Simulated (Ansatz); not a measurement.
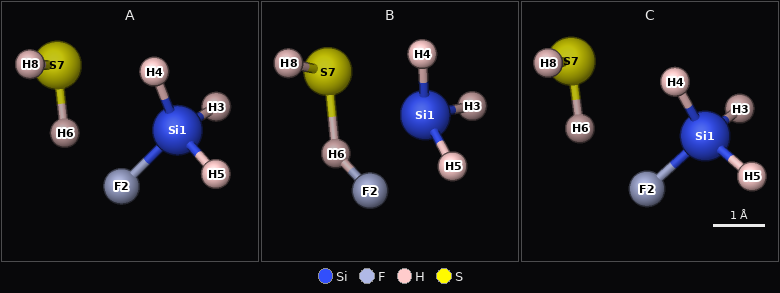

3 geometries from a converged minimum-energy path of SiH$_{5}$SF, made up at the start of SiH₃F and H2S, shuffled. The picture is a ball-and-stick view, seen from a free direction.

Method: RKS PBE0-D4/def2-SVP (Ansatz 0.2.0). Settings: 5 movable images; climbing image; force threshold 0.05 eV/Å; iteration limit 60; starting path through a guess of the saddle point.

### Which frame is the top of the path?

B. In order along the path, whose images run from 0 to 6: C (image 1, +0.02 eV), A (image 2, +0.26 eV), B (image 4, +1.58 eV). Breaking: H6–S7 (1.35 → 1.65 at the top → 2.23 Å), Si1–F2 (1.63 → 1.95 at the top → 3.16 Å). Forming: F2–H6 (2.29 → 1.12 at the top → 0.93 Å), Si1–S7 (3.63 → 2.46 at the top → 2.17 Å).

Limits of the set-up: the start holds two separate molecules, 2.3 Å apart at their closest, whose relative position is a soft coordinate.
